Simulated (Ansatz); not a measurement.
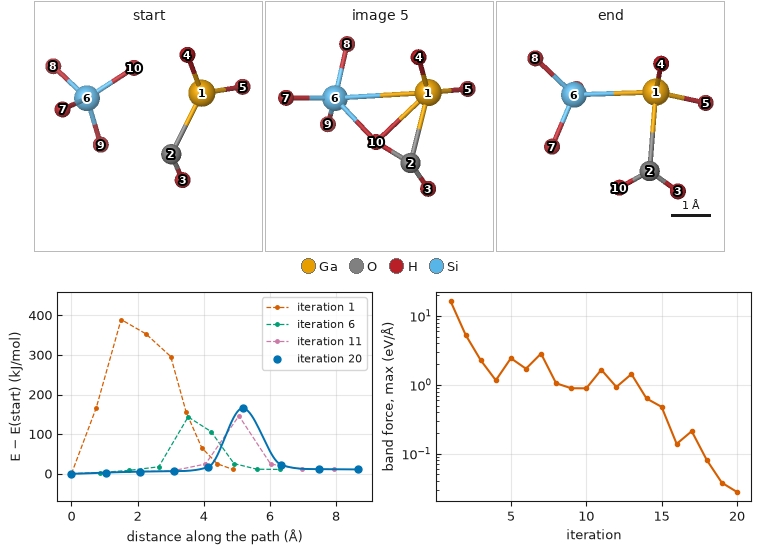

A nudged-elastic-band calculation for GaSiH₇O, made up at the start of GaH₃O and SiH4. Images are numbered from 0 (start) to 8 (end). The plot follows the band through its iterations. A ball-and-stick model, seen at a tilt.

Method: RKS BHLYP-D4/def2-mTZVP (Ansatz). Set-up: 7 movable images; climbing image; force threshold 0.03 eV/Å; iteration limit 53; starting path through a guess of the saddle point.

Question: Did the band converge, and can the barrier be trusted?

Answer: The result is final at these settings. The band converged in 20 iterations. The largest component of the band force went from 16 to 0.028 eV/Å. The climbing image converged on the top of the path. Its vibrational analysis gives one imaginary mode (1658i cm⁻¹), as a transition state must have. The first iteration put the highest image at 389.4 kJ/mol. Forward barrier 165.3 kJ/mol, backward barrier 154.4 kJ/mol, with image 5 at the top; the reaction energy is +10.8 kJ/mol.

Limits of the set-up: the start holds two separate molecules, 2.3 Å apart at their closest, whose relative position is a soft coordinate.

Cost: 6.3 min on 2 threads of Arm Neoverse V2, on a shared host, peak memory 0.24 GiB.
